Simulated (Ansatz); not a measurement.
# C₂H₇NOSi₂: one species, many methods, part 2 of 2

Ansatz 0.2.0, Gaussian basis; functionals in def2-TZVPP, the program's frozen cores in correlated methods. Earlier steps stand in the parts before.

## Step 7: ωB97M-V (range-separated)

The input, in.yaml:

```yaml
crystal:
  periodic: [false, false, false]
  atoms:
    - {symbol: Si, position_ang: [-2.010216, 0.405380, -1.312942]}
    - {symbol: Si, position_ang: [-0.118136, 0.905037, -0.022987]}
    - {symbol: N, position_ang: [1.370531, 0.274759, -0.725256]}
    - {symbol: C, position_ang: [1.821176, -0.558942, 0.115980]}
    - {symbol: C, position_ang: [1.069561, -0.801040, 1.404391]}
    - {symbol: O, position_ang: [-0.072486, 0.022376, 1.396056]}
    - {symbol: H, position_ang: [-2.055515, -1.053583, -1.598894]}
    - {symbol: H, position_ang: [-3.244664, 0.791550, -0.577222]}
    - {symbol: H, position_ang: [-1.967953, 1.154886, -2.597313]}
    - {symbol: H, position_ang: [-0.012157, 2.366134, 0.241562]}
    - {symbol: H, position_ang: [2.748914, -1.114825, -0.061487]}
    - {symbol: H, position_ang: [1.708492, -0.568244, 2.266965]}
    - {symbol: H, position_ang: [0.782854, -1.858087, 1.486048]}
basis:
  gaussian: {orbitals: def2-TZVPP}
hamiltonian: {xc: {name: wB97M-V}}
output: {forces: true, orbitals: {seedname: orbitals}}
```

Launch:

```bash
> ansatz run in.yaml --threads 2 --pin off --events-out ev --progress --plain --max-ram 32768MiB --backend cuda --devices 0, --max-vram 18GiB
```

Standard output (excerpt; [...] marks lines left out):

```text
Functional definition: wB97M-V
  name "wB97M-V"
  cite "Mardirossian & Head-Gordon, J. Chem. Phys. 144, 214110 (2016) doi:10.1063/1.4952647"
  cite "Becke, J. Chem. Phys. 107, 8554 (1997) doi:10.1063/1.475007"
  cite "Vydrov & Van Voorhis, J. Chem. Phys. 133, 244103 (2010) doi:10.1063/1.3521275"
  # Of w^i u^j: cxij and so on, Table III.
[...]
  gx(w, u) = 1 - cx + cx01*u + cx10*w
  gss(w, u) = css00 + css04*u^4 + css10*w + css20*w^2 + css43*w^4*u^3
  gos(w, u) = cos00 + cos10*w + (cos20 + cos21*u)*w^2 + (cos60 + cos61*u)*w^6
[...]
      + integral(e_c_pw_mod_opposite_spin*gos(b97_w_opposite, b97_u_opposite)) + vv10(b, c)
1661 factors; their error is unknown
386 factors; integrals over basis functions are off by at most 1.2e-5 eV
[...]
Atom 3 at     1.821176    -0.558942     0.115980 Å, force     0.181578    -0.046408    -0.140837 eV/Å
Atom 4 at     1.069561    -0.801040     1.404391 Å, force     0.179251    -0.278144     0.259123 eV/Å
Atom 5 at    -0.072486     0.022376     1.396056 Å, force    -0.194565     0.116420     0.014785 eV/Å
Atom 6 at    -2.055515    -1.053583    -1.598894 Å, force     0.008058     0.158126     0.031624 eV/Å
Atom 7 at    -3.244664     0.791550    -0.577222 Å, force     0.139178    -0.042505    -0.082351 eV/Å
Atom 8 at    -1.967953     1.154886    -2.597313 Å, force    -0.003077    -0.083397     0.145159 eV/Å
Atom 9 at    -0.012157     2.366134     0.241562 Å, force    -0.007427    -0.161674    -0.028531 eV/Å
Atom 10 at     2.748914    -1.114825    -0.061487 Å, force    -0.087734     0.055122     0.015871 eV/Å
Atom 11 at     1.708492    -0.568244     2.266965 Å, force    -0.063705    -0.015709    -0.092311 eV/Å
Atom 12 at     0.782854    -1.858087     1.486048 Å, force     0.024614     0.109248    -0.017454 eV/Å
Dipole moment:     0.152767    -0.247567     0.214739 e Å
```

Wall time 11 s (1 × H100 (card shared with other runs) with 2 threads of AMD EPYC 7R13, shared host); peak host memory 0.92 GiB.

With the free atoms at this level, -21429.683 eV in sum, the atomisation energy is 50.785 eV. HOMO -9.64 eV, LUMO 1.33 eV.

## Step 8: B2PLYP (double hybrid)

in.yaml, as its differences from that of step 7:

```diff
@@ -18,3 +18,2 @@
   gaussian: {orbitals: def2-TZVPP}
-hamiltonian: {xc: {name: wB97M-V}}
-output: {forces: true, orbitals: {seedname: orbitals}}
+hamiltonian: {xc: {name: B2PLYP}}
```

Same command.

Standard output (excerpt; [...] marks lines left out):

```text
Functional definition: B2PLYP
  name "B2PLYP"
  cite "Grimme, J. Chem. Phys. 124, 034108 (2006) doi:10.1063/1.2148954"
  cite "Becke, Phys. Rev. A 38, 3098 (1988) doi:10.1103/PhysRevA.38.3098"
  cite "Lee, Yang & Parr, Phys. Rev. B 37, 785 (1988) doi:10.1103/PhysRevB.37.785"
[...]
1808 factors; integrals over basis functions are off by at most 1.1e-3 eV
[...]
mean field -21463.90639063 eV, -788.7840110973 hartree, gradient 9.0e-6 eV, S^2 0.000000; 0 other end points of the search recorded, 0 dependent functions left out
14 core orbitals not correlated: weight in the atoms' cores, before any rotation towards them, 1.000 or more for the frozen orbitals, at most 0.000 for the correlated occupied ones
reference -21463.90659157 eV, -788.7840184818 hartree; 17, 17 occupied and 275, 275 virtual orbitals, 1808 factors
second order -32.88384653 eV of doubles, -0.00000000 eV of singles
Total energy: -21472.78523013 eV, -789.1103024308 hartree
```

Run time: 7.5 s. Hardware: 1 × H100 (card shared with other runs) with 2 threads of AMD EPYC 7R13, shared host; peak host memory 1.4 GiB.

Atomisation energy: 50.017 eV (free atoms -21422.768 eV, run apart).

## Step 9: Orbital energies across the functionals

Dipoles come from the runs that computed forces. Levels, from each run's orbital file:

| functional | HOMO (eV) | LUMO (eV) | gap (eV) | dipole (D) |
| --- | --- | --- | --- | --- |
| PBE-D4 | -6.16 | -1.90 | 4.27 | 1.66 |
| r2SCAN-D4 | -6.43 | -1.68 | 4.75 | 1.72 |
| PBE0-D4 | -7.51 | -0.82 | 6.69 |  |
| B3LYP-D4 | -7.30 | -1.05 | 6.25 | 1.69 |
| ωB97X-V | -9.81 | 1.47 | 11.28 |  |
| ωB97M-V | -9.64 | 1.33 | 10.96 | 1.74 |

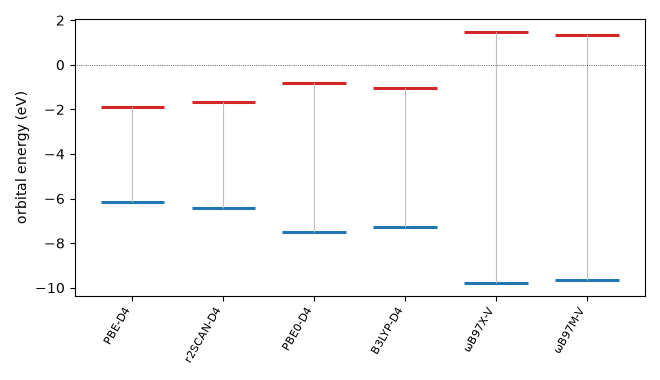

Highest occupied (blue) and lowest empty (red) level by functional.

## Step 10: CCSD(T) in def2-TZVPP

in.yaml, as its differences from that of step 8:

```diff
@@ -18,2 +18,2 @@
   gaussian: {orbitals: def2-TZVPP}
-hamiltonian: {xc: {name: B2PLYP}}
+correlation: {method: ccsd_t}
```

Same command.

Standard output (excerpt; [...] marks lines left out):

```text
Functional definition: HF
  name "HF"
  cite "Fock, Z. Phys. 61, 126 (1930) doi:10.1007/BF01340294"
  parent pbe
[...]
1808 factors; integrals over basis functions are off by at most 1.1e-3 eV
[...]
mean field -21418.90560535 eV, -787.1302627411 hartree, gradient 1.8e-6 eV, S^2 0.000000; 0 other end points of the search recorded, 0 dependent functions left out
14 core orbitals not correlated: weight in the atoms' cores, before any rotation towards them, 1.000 or more for the frozen orbitals, at most 0.000 for the correlated occupied ones
reference -21418.90560535 eV, -787.1302627411 hartree; 17, 17 occupied and 275, 275 virtual orbitals, 1808 factors
second order -26.90278587 eV of doubles, -0.00000000 eV of singles
cycle   1  -27.35550167 eV  change   -4.5e-1 eV  update   1.2e-1
[...]
cycle  10  -28.28639144 eV  change    6.0e-6 eV  update   1.2e-5
perturbative correction -1.22163845 eV, -0.0448943849 hartree
Total energy: -21448.41363524 eV, -788.2146628381 hartree
```

It took 11 s on 1 × H100 (card shared with other runs) with 2 threads of AMD EPYC 7R13, shared host; peak host memory 0.83 GiB.

## Step 11: MP2 in def2-QZVPP

in.yaml, as its differences from that of step 10:

```diff
@@ -17,3 +17,3 @@
 basis:
-  gaussian: {orbitals: def2-TZVPP}
-correlation: {method: ccsd_t}
+  gaussian: {orbitals: "def2-QZVPP.json"}
+correlation: {method: mp2}
```

The command is unchanged.

Standard output:

```text
Functional definition: HF
  name "HF"
  cite "Fock, Z. Phys. 61, 126 (1930) doi:10.1007/BF01340294"
  parent pbe
  exchange = exact_x
  correlation = 0
3449 factors; integrals over basis functions are off by at most 9.5e-4 eV
mean field evaluation 1: about -21414.3219 eV, gradient 4.5e1 eV
mean field evaluation 2: about -21414.5202 eV, gradient 4.5e1 eV
mean field evaluation 4: about -21419.5366 eV, gradient 5.5e0 eV
mean field evaluation 8: about -21419.6580 eV, gradient 4.2e-1 eV
mean field -21419.65984915 eV, -787.1579806892 hartree, gradient 7.6e-6 eV, S^2 0.000000; 0 other end points of the search recorded, 0 dependent functions left out
14 core orbitals not correlated: weight in the atoms' cores, before any rotation towards them, 1.000 or more for the frozen orbitals, at most 0.000 for the correlated occupied ones
reference -21419.65984915 eV, -787.1579806892 hartree; 17, 17 occupied and 547, 547 virtual orbitals, 3449 factors
second order -28.85059997 eV of doubles, -0.00000000 eV of singles
Total energy: -21448.51044911 eV, -788.2182206824 hartree
```

Wall time 10 s (1 × H100 (card shared with other runs) with 2 threads of AMD EPYC 7R13, shared host); peak host memory 1.1 GiB.

Energy pieces by basis (eV):

| basis | HF | MP2 correlation | CCSD correlation | (T) | total |
| --- | --- | --- | --- | --- | --- |
| def2-TZVPP | -21418.9056 | -26.9028 | -28.2864 | -1.2216 | -21448.4136 |
| def2-QZVPP | -21419.6598 | -28.8506 |  |  | -21448.5104 (MP2) |

The report of the def2-TZVPP run gives T1 = 0.0137.

## Step 12: The basis-set limit

This step is arithmetic on the last runs, with X = 3 and 4: exp(−7.88√X) for Hartree-Fock, X^−2.97 for correlation; only MP2 was run in the larger set, so CCSD(T) minus MP2 is added from the smaller one.

| level | energy at the limit (eV) |
| --- | --- |
| HF | -21419.7637 |
| MP2 | -21450.0572 |
| CCSD | -21451.4408 |
| CCSD(T) | -21452.6624 |

## Step 13: All levels against the reference

Free atoms (2 Si, 1 N, 2 C, 1 O, 7 H) were run apart at each level; the atomisation energy is their sum less the molecule, without zero-point or spin-orbit terms.

Differences are taken before rounding.

| method | rung | atomisation energy (eV) | from CCSD(T)/CBS (eV) | time |
| --- | --- | --- | --- | --- |
| PBE-D4 | GGA | 51.612 | +0.998 | 11 s |
| r2SCAN-D4 | meta-GGA | 50.671 | +0.058 | 10 s |
| PBE0-D4 | hybrid | 50.646 | +0.032 | 9 s |
| B3LYP-D4 | hybrid | 50.642 | +0.028 | 9 s |
| ωB97X-V | range-separated | 51.002 | +0.388 | 9.5 s |
| ωB97M-V | range-separated | 50.785 | +0.172 | 11 s |
| B2PLYP | double hybrid | 50.017 | -0.596 | 7.5 s |
| HF/def2-TZVPP | wavefunction | 36.098 | -14.515 |  |
| MP2/def2-TZVPP | wavefunction | 49.917 | -0.696 |  |
| CCSD/def2-TZVPP | wavefunction | 48.303 | -2.310 |  |
| CCSD(T)/def2-TZVPP | wavefunction | 49.140 | -1.474 | 11 s |
| MP2/CBS | wavefunction | 51.391 | +0.777 |  |
| CCSD(T)/CBS | wavefunction | 50.613 | 0 | 21 s |

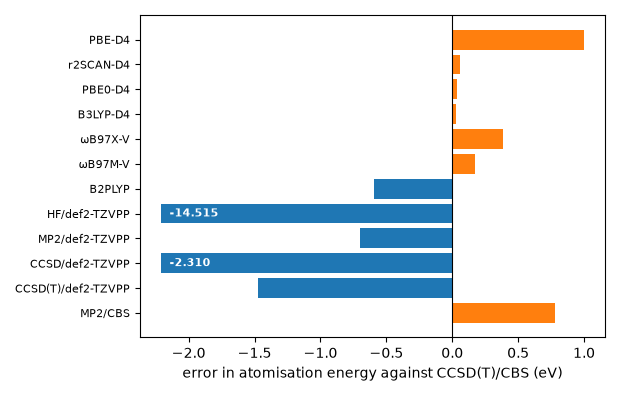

Error of each method against CCSD(T)/CBS. Bars with a number in them are cut short.

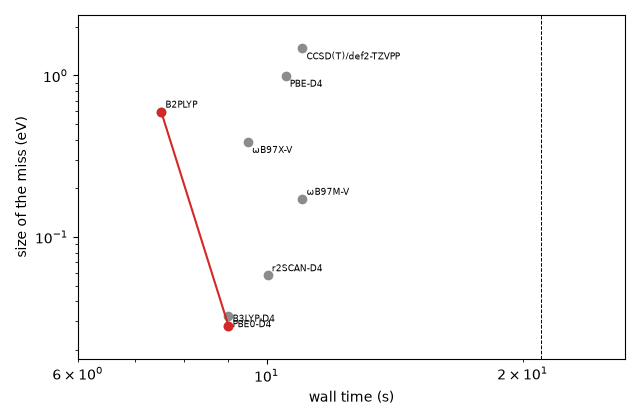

Miss against cost. Red marks the levels that no quicker level drawn beats (of those quicker than the yardstick), and the dashed line is the time of CCSD(T)/CBS. Times are from a shared host. Runs this short are mostly start-up, so their order is noise.

B2PLYP carry no dispersion term (for B3LYP, D4 adds 0.548 eV).

Times are those of the molecule's run; HF, MP2 and CCSD come out of the CCSD(T) runs, and the limit's time is the sum of the runs that it needs.

## Step 14: Results

The summary covers parts 1 to 2.

```
                               quantity                                  value
        atomisation energy, CCSD(T)/CBS                              50.613 eV
    functionals within 0.253 eV (0.5 %)  r2SCAN-D4, PBE0-D4, B3LYP-D4, ωB97M-V
                               farthest                     PBE-D4 (+0.998 eV)
             mean size of error, hybrid                               0.030 eV
    mean size of error, range-separated                               0.280 eV
              gap, smallest and largest   4.27 eV (PBE-D4), 11.28 eV (ωB97X-V)
                          T1 diagnostic                                 0.0137
triples share of the correlation energy                                  4.1 %
```

In words: PBE-D4 misses by +0.998 eV. Double hybrids carry the basis error of their MP2 part in triple zeta, and no dispersion term here, so their miss is partly the set-up's. The reference freezes the cores and leaves out relativity and excitations past (T), so misses under about 0.253 eV can't be ranked. Hartree-Fock recovers 71 % of the binding; the rest is correlation. Orbital gaps span 4.3 to 11.3 eV; exact exchange widens them.

For cost: B3LYP-D4 gets within 0.028 eV in 9 s, where CCSD(T)/CBS took 21 s.
